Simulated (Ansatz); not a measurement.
# A hypothetical structure for LiCu4Bi

This structure for LiCu4Bi is made up. Its elements were placed in a known structure type with a cell scaled to their sizes. What cell does the guess relax to, and how far off was it?

Main program and level: Ansatz 0.2.0; DFT, PBEsol, plane-wave PAW, files of the set soft_1, scalar-relativistic, ferromagnetic start, cell and ions relaxed at zero pressure; PAW set soft_1.

### Step 1. The structure

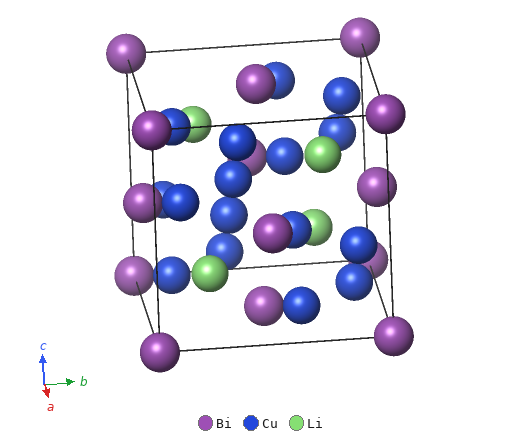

The starting structure, seen slightly off an axis (bismuth purple, copper blue, lithium green). This picture shows the conventional cell, with its axes. Some periodic images of atoms are drawn too.

### Step 2. Relaxing cell and atoms

The guess takes its coordinates from another compound and its volume from a rule, so the cell and any free coordinates are relaxed together.

Input file input.yaml:

```yaml
crystal:
  lattice:
    - [0.0, 3.6395, 3.6395]
    - [3.6395, 0.0, 3.6395]
    - [3.6395, 3.6395, 0.0]
  atoms:
    - { symbol: Bi, position: [0.0, 0.0, 0.0] }
    - { symbol: Cu, position: [0.6234, 0.6234, 0.1298], spin: 0.6 }
    - { symbol: Cu, position: [0.6234, 0.1298, 0.6234], spin: 0.6 }
    - { symbol: Cu, position: [0.6234, 0.6234, 0.6234], spin: 0.6 }
    - { symbol: Cu, position: [0.1298, 0.6234, 0.6234], spin: 0.6 }
    - { symbol: Li, position: [0.25, 0.25, 0.25] }
magnetization:
  spin_polarized: true
kpoints:
  mp_grid: { grid: [6, 6, 6] }
scf:
  occupations: { method: fermi_dirac, width: 0.05 }
hamiltonian:
  xc: pbesol
  pseudopotentials: { kind: paw, azcp: { folder: soft_1 }, xc_functional: pbe }
relax:
  f_tol: 0.015
  max_steps: 70
  cell: {}
output:
  forces: true
  stress: true
```

On the command line:

```bash
ansatz run input.yaml --threads 4 --pin off --max-ram 10240MiB --backend cpu --events-out ev --progress --plain --runs-dir out
```

Numbers of over 12 decimals in the logs are rounded to 6 here.

Log:

```text
Engine: ansatz 0.2.0, aarch64-unknown-linux-gnu
Pseudopotentials: kind: paw
Pseudopotential: Bi, paw, valence charge 15, recommended cutoff 420 eV (normal), soft_1/Bi.paw.azcp
Pseudopotential: Cu, paw, valence charge 19, recommended cutoff 420 eV (normal), soft_1/Cu.paw.azcp
Pseudopotential: Li, paw, valence charge 3, recommended cutoff 420 eV (normal), soft_1/Li.paw.azcp
Functional definition: PBEsol
  exchange = pbesol_x
  correlation = pbesol_c
Crystal: 6 atoms, lattice volume = 96.417 Å³
Basis set: ecut = 420 eV, 1893 PW (Γ), exchange–correlation on 72×72×72 points (8 copies of the dense FFT grid, shifted against one another)
Bands: 58, of which v1, the nominal top of the filled ones, is band 47 counted from 1 (46 counted from 0)
Symmetry: 24 space group operations
Space group: F-43m (ITA 216), of the structure as read, at distance tolerance 4.6e-5 Å
Magnetic group: BNS 216.74 (UNI 1576), of the structure as read, at distance tolerance 4.6e-5 Å
k-points: 16 of 216 (time reversal used)
Non-local potential: Bi, projectors of the file, l = 0: 2, l = 1: 2, l = 2: 2, l = 3: 1
Non-local potential: Cu, projectors of the file, l = 0: 3, l = 1: 2, l = 2: 3, l = 3: 1
Non-local potential: Li, projectors of the file, l = 0: 3, l = 1: 2, l = 2: 1
PAW form: soft (Blöchl's): semilocal exchange-correlation on the pseudo side does not see the compensation charge
PAW frozen core: Bi, regenerated for the run's functional, and the local potential with it (the file was generated under x = pbe(κ = 0.804, μ = 0.219515), c = pbe(β = 0.066725))
PAW frozen core: Cu, regenerated for the run's functional, and the local potential with it (the file was generated under x = pbe(κ = 0.804, μ = 0.219515), c = pbe(β = 0.066725))
PAW one-centre angular grid: Bi, 590 points (default); XC on 64 Gauss nodes
PAW one-centre angular grid: Cu, 590 points (default); XC on 64 Gauss nodes
PAW one-centre angular grid: Li, 110 points (default); XC on 64 Gauss nodes
Initial density: superposition of atomic densities (chi_scale 0.1, normalization cell, long waves kept (reshape's long-wave potential 0.00 eV rms))
Starting moments: Σ|m| = 2.4 μB on 4 of 6 sites
Initial wavefunctions: pseudopotential atomic-orbital guess
Functional: x = pbesol(κ = 0.804, μ = 0.123457), c = pbesol(β = 0.046)
SCF iter   1: F=—  HF=-38808.716239 eV  |F-HF|=—  |Δ(HF+E_count)|=         —  Δρ=1.69e-1 (↑1.69e-1 ↓1.23e-1)  dr2=5.45e1  dr2_m=5.30e-1  M=1.319 μB ∫|m|=1.431 μB  β_m=0.30  ethr=3.10e-3  ⟨swp⟩=6.7  Hψ=6911  notcnv=0
preconditioner: auto → Kerker (q_TF=auto, 2.717 Å⁻¹)  [metal: Δε(μ)=0.066 eV  Ē_g=10.535 eV  σ=0.050 eV  W_gap=0.32  n_scr=26 (ndim 8)  ℏωp=29.3 eV  f_vac=0.000  D(μ)=5.65/eV (n_scr^D=58)]
spin=Collinear: Kerker preconditioning applied to the charge; magnetization (m = ρ↑ − ρ↓) channel mixes plain (no charge-response kernel on spin).
SCF iter   2: F=—  HF=-38803.957342 eV  |F-HF|=—  |Δ(HF+E_count)|=    4.76e0  Δρ=7.21e-2 (↑3.12e-2 ↓7.21e-2)  dr2=1.10e0  dr2_m=2.11e0  M=0.134 μB ∫|m|=0.337 μB  β_m=0.30  ethr=3.10e-3  ⟨swp⟩=3.8  Hψ=4698  notcnv=0  defer=104
SCF iter   3: F=—  HF=-38802.877819 eV  |F-HF|=—  |Δ(HF+E_count)|=    1.08e0  Δρ=4.94e-2 (↑4.94e-2 ↓2.30e-2)  dr2=1.23e0  dr2_m=1.05e0  M=0.133 μB ∫|m|=0.331 μB  β_m=0.30  ethr=1.17e-3  ⟨swp⟩=2.0  Hψ=3889  notcnv=0  defer=111
SCF iter   4: F=—  HF=-38802.578988 eV  |F-HF|=—  |Δ(HF+E_count)|=   2.99e-1  Δρ=3.12e-2 (↑2.22e-2 ↓3.12e-2)  dr2=4.36e-2  dr2_m=6.21e-1  M=0.078 μB ∫|m|=0.235 μB  β_m=0.30  ethr=1.17e-3  ⟨swp⟩=2.2  Hψ=3088  notcnv=0  defer=110
SCF iter   5: F=—  HF=-38802.660773 eV  |F-HF|=—  |Δ(HF+E_count)|=   8.18e-2  Δρ=3.54e-2 (↑6.25e-3 ↓3.54e-2)  dr2=5.12e-1  dr2_m=3.56e-1  M=0.052 μB ∫|m|=0.171 μB  β_m=0.30  ethr=4.64e-5  ⟨swp⟩=2.0  Hψ=3520  notcnv=0  defer=110
SCF iter   6: F=—  HF=-38802.622428 eV  |F-HF|=—  |Δ(HF+E_count)|=   3.83e-2  Δρ=1.97e-2 (↑1.02e-2 ↓1.97e-2)  dr2=7.71e-2  dr2_m=1.95e-1  M=0.039 μB ∫|m|=0.136 μB  β_m=0.30  ethr=4.64e-5  ⟨swp⟩=2.0  Hψ=3296  notcnv=0  defer=110
Mixer restart at iter 6: flushing history
spin-set hold released at iteration 6 (site moments contracting): the magnetisation degrees of freedom join the quasi-Newton model from the next iteration; the mixer history was flushed
SCF iter   7: F=—  HF=-38802.619962 eV  |F-HF|=—  |Δ(HF+E_count)|=   2.47e-3  Δρ=1.13e-2 (↑1.09e-2 ↓1.13e-2)  dr2=5.89e-3  dr2_m=1.07e-1  M=0.029 μB ∫|m|=0.110 μB  β_m=0.59  ethr=4.64e-5  ⟨swp⟩=2.0  Hψ=2549  notcnv=0  defer=110
SCF iter   8: F=—  HF=-38802.659995 eV  |F-HF|=—  |Δ(HF+E_count)|=   4.00e-2  Δρ=8.99e-3 (↑2.90e-3 ↓8.99e-3)  dr2=8.00e-2  dr2_m=8.53e-3  M=0.005 μB ∫|m|=0.040 μB  β_m=0.49  ethr=6.26e-6  ⟨swp⟩=2.0  Hψ=3492  notcnv=0  defer=110
SCF iter   9: F=—  HF=-38802.636203 eV  |F-HF|=—  |Δ(HF+E_count)|=   2.38e-2  Δρ=2.37e-3 (↑2.37e-3 ↓1.06e-3)  dr2=6.29e-3  dr2_m=3.89e-4  M=-0.001 μB ∫|m|=0.018 μB  β_m=0.75  ethr=6.26e-6  ⟨swp⟩=2.0  Hψ=3777  notcnv=0  defer=110
SCF iter  10: F=—  HF=-38802.635327 eV  |F-HF|=—  |Δ(HF+E_count)|=   8.75e-4  Δρ=2.63e-4 (↑2.63e-4 ↓2.09e-4)  dr2=1.14e-4  dr2_m=1.68e-6  M=-0.000 μB ∫|m|=0.001 μB  β_m=0.77  ethr=6.26e-6  ⟨swp⟩=1.6  Hψ=2117  notcnv=0  defer=110
SCF iter  11: F=—  HF=-38802.635501 eV  |F-HF|=—  |Δ(HF+E_count)|=   1.73e-4  Δρ=1.30e-4 (↑1.03e-4 ↓1.30e-4)  dr2=5.21e-5  dr2_m=3.51e-7  M=-0.000 μB ∫|m|=0.001 μB  β_m=0.89  ethr=1.21e-7  ⟨swp⟩=2.0  Hψ=2511  notcnv=0  defer=110
SCF iter  12: F=—  HF=-38802.635527 eV  |F-HF|=—  |Δ(HF+E_count)|=   2.64e-5  Δρ=4.85e-5 (↑4.85e-5 ↓4.59e-5)  dr2=1.16e-5  dr2_m=8.12e-9  M=-0.000 μB ∫|m|=0.000 μB  β_m=0.94  ethr=5.54e-8  ⟨swp⟩=2.2  Hψ=2692  notcnv=0  defer=110
SCF iter  13: F=—  HF=-38802.635523 eV  |F-HF|=—  |Δ(HF+E_count)|=   3.97e-6  Δρ=2.22e-5 (↑9.37e-6 ↓2.22e-5)  dr2=1.23e-6  dr2_m=5.47e-8  M=-0.000 μB ∫|m|=0.000 μB  β_m=0.97  ethr=1.24e-8  ⟨swp⟩=2.0  Hψ=2577  notcnv=0  defer=110
SCF iter  14: F=—  HF=-38802.635523 eV  |F-HF|=—  |Δ(HF+E_count)|=   2.83e-7  Δρ=4.23e-6 (↑1.59e-6 ↓4.23e-6)  dr2=3.24e-8  dr2_m=2.05e-9  M=0.000 μB ∫|m|=0.000 μB  β_m=0.99  ethr=1.06e-10  ⟨swp⟩=2.0  Hψ=6236  notcnv=0
SCF iter  15: F=-38802.635523 eV  HF=-38802.635523 eV  |F-HF|=5.68e-10  |Δ(HF+E_count)|=   5.25e-9  Δρ=5.16e-7 (↑5.16e-7 ↓3.96e-7)  dr2=9.29e-10  dr2_m=5.99e-12  M=-0.000 μB ∫|m|=0.000 μB  ethr=3.45e-11  ⟨swp⟩=3.0  Hψ=4044  notcnv=0
[...]
SCF iter   8: F=-38802.919096 eV  HF=-38802.919096 eV  |F-HF|=1.02e-8  |Δ(HF+E_count)|=   7.20e-9  Δρ=1.76e-6 (↑1.75e-6 ↓1.76e-6)  dr2=2.04e-8  dr2_m=3.69e-11  M=-0.000 μB ∫|m|=0.000 μB  ethr=2.10e-10  ⟨swp⟩=1.2  Hψ=4832  notcnv=0
the starting moments were not kept: the SCF closed with an absolute magnetisation of 5.8e-6 μB, where they sum to 2.4 μB in size (4 sites). That is at most 0.1 of that sum. Measured as dr2_m measures the in/out step, that magnetisation stands 4.5e-12 eV from none, at or under the dr2_threshold of 6.0e-7 eV: it is no larger than a step whose dr2_m would equal this threshold.
SCF 3 converged in 8 iterations: F = -38802.919096 eV  dr2 = 2.04e-8
  greatest PAW one-centre occupation: 1.000 electrons in one spin orbital (limit 2), on the Cu atom at site 2 (counted from 0), in its partial waves of l = 0
relax step   3: F+E_penalty+E_count = -38802.91909643 eV  Δ(F+E_penalty+E_count) = -4.288e-3 eV  max|allowed force component| = 1.064e-2 eV/Å  Δτ_max = 0.0003 Å  P = +0.248 GPa  Ω = 86.326 Å³  energy of the carried Pulay correction = +4.108e-3 eV  (8 SCF iters, dr2 threshold 6.00e-7 eV, accepted)
[...]
relax step   4: F+E_penalty+E_count = -38802.91912235 eV  Δ(F+E_penalty+E_count) = -2.592e-5 eV  max|allowed force component| = 1.637e-2 eV/Å  Δτ_max = 0.0025 Å  P = -0.005 GPa  Ω = 86.555 Å³  energy of the carried Pulay correction = +4.009e-3 eV  (7 SCF iters, dr2 threshold 1.53e-7 eV, accepted)
[...]
relax step   5: F+E_penalty+E_count = -38802.91920675 eV  Δ(F+E_penalty+E_count) = -8.440e-5 eV  max|allowed force component| = 1.089e-4 eV/Å  Δτ_max = 0.0015 Å  P = -0.000 GPa  Ω = 86.546 Å³  energy of the carried Pulay correction = +4.013e-3 eV  (6 SCF iters, dr2 threshold 1.68e-8 eV, accepted)
Initial wavefunctions: pseudopotential atomic-orbital guess (no wavefunctions were taken with the density)
iter 1 solved again at ethr=1.43e-8 eV; its pass at ethr=3.10e-3 eV (dr2=1.35e-5 eV) is discarded
SCF iter   1: F=—  HF=-38802.914735 eV  |F-HF|=—  |Δ(HF+E_count)|=         —  Δρ=7.93e-5 (↑7.93e-5 ↓7.93e-5)  dr2=7.24e-6  dr2_m=5.26e-12  M=-0.000 μB ∫|m|=0.000 μB  β_m=0.30  ethr=1.43e-8  ⟨swp⟩=3.4  Hψ=11824  notcnv=0
spin=Collinear: Kerker preconditioning applied to the charge; magnetization (m = ρ↑ − ρ↓) channel mixes plain (no charge-response kernel on spin).
SCF iter   2: F=—  HF=-38802.914725 eV  |F-HF|=—  |Δ(HF+E_count)|=   1.06e-5  Δρ=2.21e-4 (↑2.21e-4 ↓2.21e-4)  dr2=9.40e-5  dr2_m=2.89e-12  M=-0.000 μB ∫|m|=0.000 μB  β_m=0.53  ethr=7.70e-9  ⟨swp⟩=2.0  Hψ=3366  notcnv=0
SCF iter   3: F=—  HF=-38802.914734 eV  |F-HF|=—  |Δ(HF+E_count)|=   9.68e-6  Δρ=6.06e-5 (↑6.06e-5 ↓6.06e-5)  dr2=8.88e-6  dr2_m=7.07e-13  M=-0.000 μB ∫|m|=0.000 μB  β_m=0.77  ethr=7.70e-9  ⟨swp⟩=2.0  Hψ=3366  notcnv=0
SCF iter   4: F=—  HF=-38802.914722 eV  |F-HF|=—  |Δ(HF+E_count)|=   1.25e-5  Δρ=2.40e-5 (↑2.40e-5 ↓2.40e-5)  dr2=5.41e-7  dr2_m=9.71e-15  M=0.000 μB ∫|m|=0.000 μB  β_m=0.84  ethr=7.70e-9  ⟨swp⟩=2.0  Hψ=3362  notcnv=0
SCF iter   5: F=—  HF=-38802.914724 eV  |F-HF|=—  |Δ(HF+E_count)|=   2.59e-6  Δρ=3.85e-6 (↑3.85e-6 ↓3.85e-6)  dr2=3.09e-8  dr2_m=9.84e-15  M=-0.000 μB ∫|m|=0.000 μB  β_m=0.92  ethr=5.75e-10  ⟨swp⟩=2.0  Hψ=2630  notcnv=0
SCF iter   6: F=—  HF=-38802.914724 eV  |F-HF|=—  |Δ(HF+E_count)|=   7.84e-8  Δρ=8.19e-7 (↑8.14e-7 ↓8.19e-7)  dr2=4.94e-9  dr2_m=7.33e-15  M=0.000 μB ∫|m|=0.000 μB  β_m=0.96  ethr=3.28e-11  ⟨swp⟩=2.0  Hψ=2662  notcnv=0
SCF iter   7: F=—  HF=-38802.914724 eV  |F-HF|=—  |Δ(HF+E_count)|=  8.37e-10  Δρ=3.54e-7 (↑3.54e-7 ↓3.54e-7)  dr2=8.88e-10  dr2_m=1.37e-17  M=0.000 μB ∫|m|=0.000 μB  β_m=0.98  ethr=5.25e-12  ⟨swp⟩=1.8  Hψ=2277  notcnv=0
SCF iter   8: F=-38802.914724 eV  HF=-38802.914724 eV  |F-HF|=2.91e-11  |Δ(HF+E_count)|=  2.76e-10  Δρ=6.14e-8 (↑6.14e-8 ↓6.12e-8)  dr2=2.25e-11  dr2_m=5.60e-16  M=-0.000 μB ∫|m|=0.000 μB  ethr=1.00e-12  ⟨swp⟩=2.1  Hψ=6220  notcnv=0
the starting moments were not kept: the SCF closed with an absolute magnetisation of 1.3e-8 μB, where they sum to 2.4 μB in size (4 sites). That is at most 0.1 of that sum. Measured as dr2_m measures the in/out step, that magnetisation stands 1.8e-17 eV from none, at or under the dr2_threshold of 6.0e-11 eV: it is no larger than a step whose dr2_m would equal this threshold.
SCF 6 converged in 8 iterations: F = -38802.914724 eV  dr2 = 2.25e-11
relax step   6: F+E_penalty+E_count = -38802.91472434 eV  Δ(F+E_penalty+E_count) = +4.482e-3 eV  max|allowed force component| = 1.259e-4 eV/Å  Δτ_max = 0.0000 Å  P = +0.005 GPa  Ω = 86.546 Å³  stress off target by 4.66e-3 GPa  SCF on the basis re-selected at this cell (its energy is not comparable with the rows above)  (8 SCF iters)
basis re-selected at this cell: Δ(F+E_penalty+E_count) = +4.482e-3 eV, ΔP = +0.005 GPa vs the last step (what re-selecting the basis moved, of the pressure what is left beyond the Pulay correction that the steps carried, after the strain that the cell walked since its last selection, with what the two solves' SCF thresholds leave and, on support functions, any second-order correction that the steps lacked; it is no m [...]
SCF converged after 8 iterations
Magnetization: -0.0000 μB (47.0000 up, 47.0000 down)
Absolute magnetization: 0.0000 μB (∫|ρ↑−ρ↓|, with the PAW one-centre terms)
Spin contamination: 0.0000 ħ² per cell (⟨S²⟩ above its minimum at these occupations)
Per-site moments (μB) at R_I (Å): [(-1.9740223102653504e-9, 1.201736), (9.09223644176895e-10, 1.015262), (9.092239153582042e-10, 1.015262), (9.092237866942606e-10, 1.015262), (9.092234893696736e-10, 1.015262), (-4.884833851458304e-10, 1.199865)]
Free energy (F): -38802.914724 eV
Harris-Foulkes:  -38802.914724 eV  (|F-HF|=2.91e-11)
Internal energy: -38802.900134 eV  (E = F + TS)
E sigma→0 (E₀):  -38802.907429 eV
Entropy (-TS):   -0.014590 eV (-2.432 meV/atom)
Fermi energy:    13.629232 eV
--- Per-component energies (eV) ---
  E_band       = -1776.714123
  E_kinetic    = 1324.711325
  E_local      = -22939.992552  (includes V_loc(G=0)·N_el)
  E_nonlocal   = 3962.219692
  E_hartree    = 9829.541141
  E_xc         = -434.273237
  E_vxc        = -499.118207  (∫ρ·V_xc dr)
  E_paw        = -17653.774305  (= ΣΔE_a)
  E_vpaw       = -3283.621537  (= ΣTr[D̂ρ^β])
  E_aug_tail   = 0.004661  (compensation charges beyond the density's cutoff)
  E_ewald      = -12892.251463
  E_core_change = 0.914605  (= ΣΔE_core)
  E_smearing   = -0.014590  (= −TS)
  E_closure    = 0.000000  (closes the sum)
  Σ components = -38802.914724   (vs F -38802.914724, Δ=0.00e0)
--- Forces (eV/Å), atoms counted from 1 ---
  atom   1  Bi     0.00000000     0.00000000     0.00000000
  atom   2  Cu    -0.00012593    -0.00012593     0.00012593
  atom   3  Cu    -0.00012593     0.00012593    -0.00012593
  atom   4  Cu     0.00012593     0.00012593     0.00012593
  atom   5  Cu     0.00012593    -0.00012593    -0.00012593
  atom   6  Li     0.00000000     0.00000000     0.00000000
  max |Σ_I F_I| component: 1.51e-16 eV/Å
--- Stress (GPa, compression-positive) ---
        0.004659      -0.000000       0.000000
       -0.000000       0.004659       0.000000
        0.000000       0.000000       0.004659
  P = ⅓ Tr σ = 0.0047 GPa (0.047 kbar)
--- Relaxed structure (5 steps of the walk, 5 accepted, 1 SCFs on fresh bases) ---
  F+E_penalty+E_count = -38802.91472434 eV   max|allowed force component| = 1.259e-4 eV/Å   (the final SCF, on the basis selected at the relaxed cell)
  cell:  # Å, volume = 86.5463 Å³
    - [0, 3.510801, 3.510801]
    - [3.510801, 0, 3.510801]
    - [3.510801, 3.510801, 0]
  atoms:
    - { symbol: Bi, position: [0, 0, 0] }
    - { symbol: Cu, position: [0.623929, 0.623929, 0.128213] }
    - { symbol: Cu, position: [0.623929, 0.128213, 0.623929] }
    - { symbol: Cu, position: [0.623929, 0.623929, 0.623929] }
    - { symbol: Cu, position: [0.128213, 0.623929, 0.623929] }
    - { symbol: Li, position: [0.25, 0.25, 0.25] }
```

It took 24 s on 4 threads of Arm Neoverse V2, shared host; peak memory 0.48 GiB.

Relaxation path:

| step | energy less that of the first step (eV) | largest force component (eV/Å) | pressure (GPa) | volume (Å³) |
| --- | --- | --- | --- | --- |
| 1 | 0.0000 | 0.0269 | -8.18 | 96.42 |
| 2 | -0.2793 | 0.0163 | -1.16 | 87.61 |
| 3 | -0.2836 | 0.0106 | 0.25 | 86.33 |
| 4 | -0.2836 | 0.0164 | -0.01 | 86.55 |
| 5 | -0.2837 | 0.0001 | 0.00 | 86.55 |
| 6* | -0.2792 | 0.0001 | 0.00 | 86.55 |

Relaxation steps marked * repeat the geometry before them on a plane-wave basis chosen anew for their cell, so energy and pressure can jump there.

The run keeps the 24 symmetry operations that it works with, so distortions that break them were not tested.

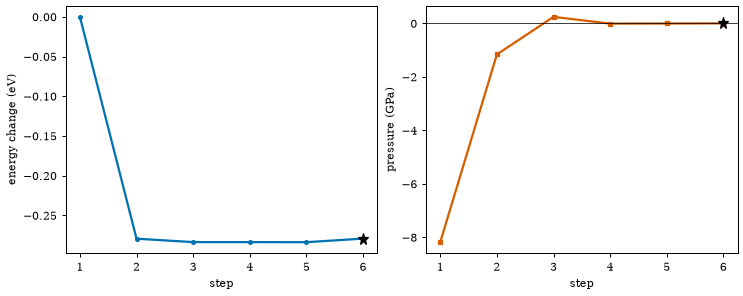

Energy and pressure along the relaxation. Stars mark steps on a basis chosen anew.

| conventional cell, symmetrised | before | after | change |
| --- | --- | --- | --- |
| a (Å) | 7.279 | 7.022 | -3.5 % |
| b (Å) | 7.279 | 7.022 | -3.5 % |
| c (Å) | 7.279 | 7.022 | -3.5 % |
| volume (Å³/atom) | 16.07 | 14.42 | -10.2 % |

Final coordinates:

```xyz
6
Lattice="0.0000 3.5108 3.5108 3.5108 0.0000 3.5108 3.5108 3.5108 0.0000" Properties=species:S:1:pos:R:3 pbc="T T T"
Bi    0.0000    0.0000    0.0000
Cu    2.6406    2.6406    4.3810
Cu    2.6406    4.3810    2.6406
Cu    4.3810    4.3810    4.3810
Cu    4.3810    2.6406    2.6406
Li    1.7554    1.7554    1.7554
```

Numbers from this step:

```
free energy             : -38802.9147 eV
energy at zero smearing : -38802.9074 eV
smearing term TS        : 0.01459 eV
Fermi energy            : 13.63 eV
electrons               : 94
symmetry operations     : 24
pressure                : 0.004659 GPa
```

The shortest distance of each pair, which need not be the same contact before and after:

| pair | guess (Å) | relaxed (Å) |
| --- | --- | --- |
| Cu–Cu | 2.541 | 2.461 |
| Cu–Li | 3.014 | 2.909 |
| Bi–Cu | 3.021 | 2.913 |
| Bi–Li | 3.152 | 3.040 |
| Bi–Bi | 5.147 | 4.965 |

The relaxation ends with a largest force component of 1.3e-4 eV/Å and a pressure of 0.00 GPa. The starting moments have collapsed: the run ends non-magnetic.

### Step 3. Results

```yaml
space_group_relaxed: F-43m
conventional_cell: a = 7.022, b = 7.022, c = 7.022 Å; α = 90.0°, β = 90.0°, γ = 90.0°
volume_per_atom: 14.42 Å³ (guess 16.07)
total_moment: 0.00 μB in the cell of 6 atoms
```

In words: LiCu4Bi relaxes to F-43m with a = 7.022, b = 7.022 and c = 7.022 Å. The guessed volume was 11 % too large. The space group F-43m was held in the relaxation, so the end point is a stationary structure within it and may be a saddle against distortions or other arrangements. The moments died out from this one start and weren't seeded again at the relaxed cell. Mesh and cutoff weren't tested. Spin-orbit coupling is left out, which can matter for elements this heavy. No dispersion term is used, so weakly bound directions may come out too long. Nothing here tests whether the compound is stable against decomposition.

[Logs are printed without paths, hosts, clocks, repeated set-up lines and the standing remarks that a program may print on its own settings, such as how far it seeks lower states.]

[Hosts, paths, dates, database ids (printed as entryN), source tags and the programs' standing remarks are cut or masked in the printed files.]
